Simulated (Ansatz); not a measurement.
# CH4BS: the cost of one run

The runs use Ansatz 0.2.0; UHF-MP2, frozen core/def2-TZVP.

**1. Starting geometry**

SMILES `[CH2]BS`, 7 atoms, charge 0, spin multiplicity 2.

Atoms are counted from 1 here; the program's logs count them from 0.

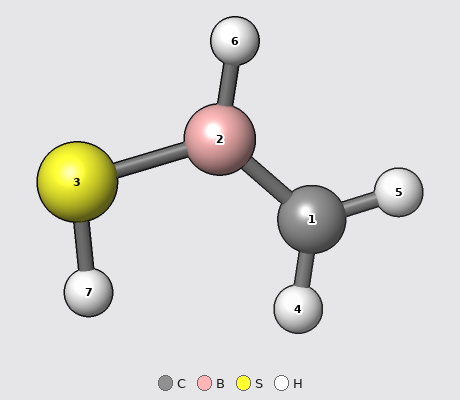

The starting geometry (carbon grey, boron pink, sulfur yellow, hydrogen white); atoms are numbered from 1 in the order of the file.

Geometry (Å):

```xyz
7
CH4BS
C    -0.7087    0.4316   -0.5915
B     0.1317    0.2517    0.6656
S     1.3866   -1.0324    0.8360
H    -0.6127   -0.2084   -1.4874
H    -1.4732    1.2225   -0.6828
H     0.0229    0.9578    1.6495
H     1.2533   -1.6228   -0.3894
```

**2. Relaxation**

input.yaml

```yaml
crystal:
  periodic: [false, false, false]
  atoms:
    - { symbol: C, position_ang: [-0.708698, 0.431611, -0.59147] }
    - { symbol: B, position_ang: [0.131702, 0.251714, 0.665566] }
    - { symbol: S, position_ang: [1.38665, -1.03239, 0.836033] }
    - { symbol: H, position_ang: [-0.612725, -0.208405, -1.487417] }
    - { symbol: H, position_ang: [-1.473179, 1.222472, -0.682775] }
    - { symbol: H, position_ang: [0.022912, 0.957767, 1.649454] }
    - { symbol: H, position_ang: [1.253327, -1.622778, -0.389391] }
magnetization:
  spin_polarized: true
  initial_magnetization: 1
basis:
  gaussian: { orbitals: def2-TZVP }
hamiltonian:
  xc: hf
output:
  forces: true
correlation:
  method: mp2
scf:
  omitted_lower_state_checks: [cluster_reference]
relax:
  f_tol: 0.003
  max_steps: 120
```

Launch:

```sh
$ ansatz run input.yaml --threads 1 --pin off --max-ram 2560MiB --backend cpu --events-out ev --progress --plain --runs-dir out
```

**Question.** How long does this run take on 1 thread of Intel Xeon Platinum 8259CL at 2.50GHz (Skylake/Cascade Lake), shared host, and how much memory does it need?

About 58 s, with a peak of 0.38 GiB.
